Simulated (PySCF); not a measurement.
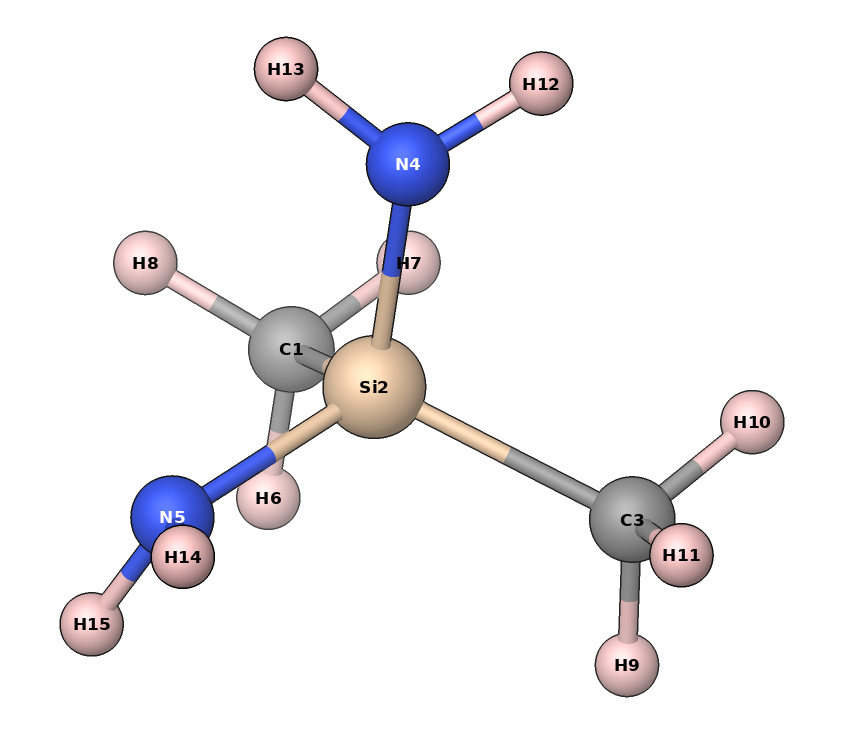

C1 lies behind Si2. The molecule seen a little off the Si2–C1 bond, Si2 in front. Atoms fade into the background with distance from the viewer. Computed geometry: PBE0-D3(BJ)/def2-SVP optimisation. No frequency run is at hand to confirm it as a minimum.

Question: What is the torsion angle N4–Si2–C1–H6? The sign is positive where the front bond must turn clockwise to cover the back bond.

Answer: −178°, antiperiplanar (anti). The bonds about Si2–C1 are staggered.
